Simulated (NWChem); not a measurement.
# PNH4 (SMILES N=[PH3]): M05-D3(0)/def2-SVPD (DKH3)

Aim: the energy difference between two shapes of PNH4 at M05-D3(0)/def2-SVPD (DKH3), from 2 runs. 

Program for the calculation: NWChem 7.3.0.

3 further runs of the same task are left out: 1 that didn't finish, 2 set aside as unsound or not needed.

## Step 1: Starting point

PNH4 has 6 atoms, charge 0, and is taken as a singlet. As SMILES, `N=[PH3]`. Geometry: relaxed at GFN2-xTB.

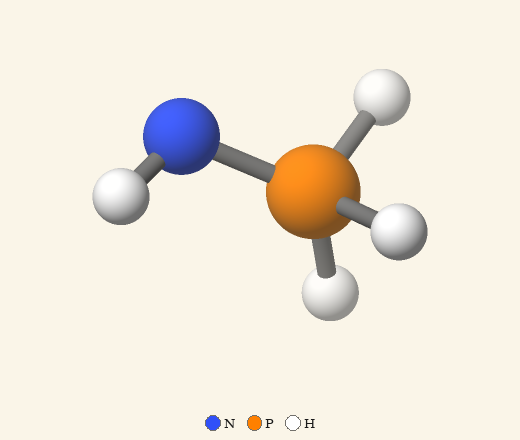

Viewed from a chosen angle; nitrogen blue, phosphorus orange, hydrogen white.

## Step 2: A single-point energy at M05-D3(0)/def2-SVPD (DKH3)

The input, mol.nw:

```
start mol
memory stack 880 mb heap 220 mb global 1100 mb

geometry units bohr noautoz
 N   1.16114222 -1.34663773  1.64047125
 P  -0.29625236  0.42528286 -0.15408827
 H   1.95635787 -2.87100421  0.81966871
 H  -2.45603925 -0.33933812 -1.47638633
 H   0.87925177  1.75901377 -2.11331852
 H  -1.24447914  2.37268343  1.28365316
end

basis spherical bse
 * library def2-SVPD
end

relativistic
 douglas-kroll dk3
end

dft
 xc m05
 disp vdw 3
 grid medium
 convergence energy 1e-08
 direct
 mulliken
 print medium
end

task dft energy
```

On the command line:

```
$ nwchem mol.nw > mol.out
```

What it wrote, shortened:

```text
[...]
          Wavefunction type:  closed shell.
          No. of atoms     :     6
          No. of electrons :    26
[...]
          Charge           :     0
          Spin multiplicity:     1
[...]
          AO basis - number of functions:    76
[...]
              XC Information
              --------------
                          M05 Method XC Functional
                     Hartree-Fock (Exact) Exchange  0.280
                   M05 metaGGA Exchange Functional  0.720
                         M05 Correlation Potential  1.000
[...]
 d= 0,ls=0.0,diis     1   -398.9447622899 -4.65D+02  2.24D-02  6.19D-01     6.9
[...]
 d= 0,ls=0.0,diis     8   -399.0308782242 -5.38D-09  1.65D-06  1.67D-08    25.0
         Total DFT energy =     -399.030878224170
      One electron energy =     -680.415630360103
           Coulomb energy =      246.872139771869
    Exchange-Corr. energy =      -31.677921422334
 Nuclear repulsion energy =       66.191009593928
    Dispersion correction =       -0.000475807530
[...]
      Total Density - Mulliken Population Analysis
     ---------------------------------------------
    Atom       Charge   Shell Charges
 -----------   ------   -------------------------------------------------------
    1 N    7     7.28   1.99  1.04  0.48  0.07  2.39  1.31  0.02 -0.00
    2 P   15    15.11   2.00  1.99  1.20  0.03  0.16  5.93  1.56  1.60  0.36  0.28
    3 H    1     1.13   0.74  0.27  0.05  0.06
    4 H    1     0.83   0.76  0.00  0.02  0.05
    5 H    1     0.83   0.76  0.00  0.02  0.05
    6 H    1     0.81   0.77 -0.02  0.02  0.05
[...]
```

Wall time 26 s (1 thread of Intel Xeon Platinum 8259CL at 2.50GHz (Skylake/Cascade Lake), shared host); peak memory 0.12 GiB.

## Step 3: The distorted shape

The input, mymol.nw:

```
start mymol
memory 2200 mb

geometry units angstrom
 zmatrix
   N
   P 1 1.551377
   H 1 1.002552 2 102.01642
   H 2 1.562869 1 122.52666 3 73.76667
   H 2 1.483527 1 139.53318 3 -59.03743
   H 2 1.349252 5 95.02635 4 -88.723
 end
end

basis spherical bse
 * library def2-SVPD
end

relativistic
 douglas-kroll dk3
end

dft
 xc m05
 disp vdw 3
 grid medium
 convergence energy 1e-08
 direct
 mulliken
end

task dft energy
```

On the command line:

```
$ nwchem mymol.nw > mymol.out
```

What it wrote, shortened:

```text
[...]
          Wavefunction type:  closed shell.
          No. of atoms     :     6
          No. of electrons :    26
[...]
          Charge           :     0
          Spin multiplicity:     1
[...]
          AO basis - number of functions:    76
[...]
              XC Information
              --------------
                          M05 Method XC Functional
                     Hartree-Fock (Exact) Exchange  0.280
                   M05 metaGGA Exchange Functional  0.720
                         M05 Correlation Potential  1.000
[...]
 d= 0,ls=0.0,diis     1   -398.9305040699 -4.64D+02  2.12D-02  5.56D-01     6.1
[...]
 d= 0,ls=0.0,diis     9   -399.0091664134 -6.80D-09  7.01D-07  2.98D-09    27.1
         Total DFT energy =     -399.009166413438
      One electron energy =     -678.398299485997
           Coulomb energy =      245.750564662592
    Exchange-Corr. energy =      -31.618749168719
 Nuclear repulsion energy =       65.257771222693
    Dispersion correction =       -0.000453644007
[...]
      Total Density - Mulliken Population Analysis
     ---------------------------------------------
    Atom       Charge   Shell Charges
 -----------   ------   -------------------------------------------------------
    1 N    7     7.33   1.99  1.07  0.51  0.13  2.34  1.28  0.02  0.00
    2 P   15    15.21   2.00  1.99  1.20  0.08  0.13  5.93  1.53  1.69  0.35  0.31
    3 H    1     1.00   0.75  0.14  0.05  0.06
    4 H    1     0.86   0.70  0.10  0.01  0.04
    5 H    1     0.79   0.72  0.01  0.02  0.04
    6 H    1     0.82   0.78 -0.04  0.02  0.05
[...]
```

Run time: 28 s. Hardware: 1 thread of Intel Xeon Platinum 8259CL at 2.50GHz (Skylake/Cascade Lake), shared host; peak memory 0.12 GiB.

## Step 4: What came out

At M05-D3(0)/def2-SVPD (DKH3):

```
                              quantity          value
             first shape: total energy  -399.03088 Eh
            first shape: dipole moment         2.86 D
              first shape: HOMO energy       -6.91 eV
              first shape: LUMO energy        0.35 eV
            first shape: HOMO–LUMO gap        7.26 eV
        first shape: dispersion energy   -1.25 kJ/mol
         distorted shape: total energy  -399.00917 Eh
        distorted shape: dipole moment         2.57 D
          distorted shape: HOMO energy       -7.21 eV
          distorted shape: LUMO energy       -0.58 eV
        distorted shape: HOMO–LUMO gap        6.63 eV
    distorted shape: dispersion energy   -1.19 kJ/mol
energy change with the atoms displaced       0.591 eV
```

**Reading.** With the atoms displaced the energy rises by 0.59 eV (57.0 kJ/mol). The first shape isn't relaxed at this level, so the change isn't measured from a minimum. Mulliken charges (first shape) run from -0.28 on N1 to +0.19 on H6; in a basis this large or diffuse they mean little.
